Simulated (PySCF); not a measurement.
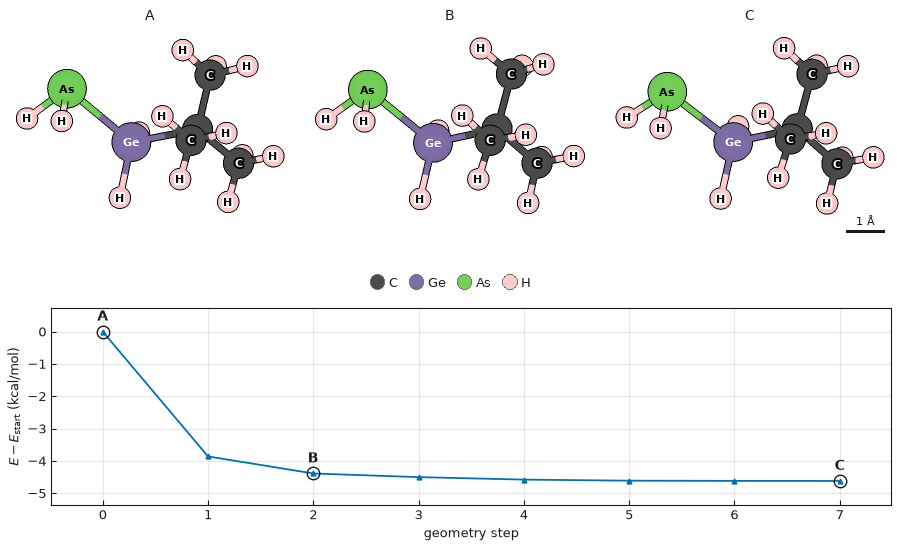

Frames of a relaxation of C$_{4}$H$_{13}$AsGe, marked on the history of the run. Style: ball-and-stick. Shown from a free direction.

The start comes from GFN2-xTB. Its atoms were then displaced at random by about 0.01 Å.

Computed with PBE0-D3(BJ)/def2-SVP geometry optimisation, gas phase in PySCF. 

What happens along the run?

Answer. The atom that moves furthest after the best rigid fit is an H atom (0.20 Å). By element the largest moves are H 0.20 Å, As 0.12 Å, C 0.06 Å, Ge 0.05 Å. Near-neighbour distances that change, for instance: C–H 1.152 → 1.105 Å, C–H 1.066 → 1.105 Å, Ge–H 1.509 → 1.546 Å, C–Ge 2.020 → 1.986 Å. Bond angles that change, for instance: H–Ge–H 103.3° → 108.7°, As–Ge–H 114.9° → 111.6°, As–Ge–H 110.7° → 107.6°. After 7 geometry steps the energy has fallen by 4.62 kcal/mol. The run took 6.2 min on 1 thread of AMD EPYC, with other jobs on the host. From step 0 to 2: H atoms move most (0.17 Å), energy −4.39 kcal/mol. From step 2 to 7: an H atom moves most (0.22 Å), energy −0.23 kcal/mol.

```
step  E − E(0), kcal/mol
   0                0.00
   1               -3.86
   2               -4.39
   3               -4.50
   4               -4.58
   5               -4.61
   6               -4.62
   7               -4.62
```
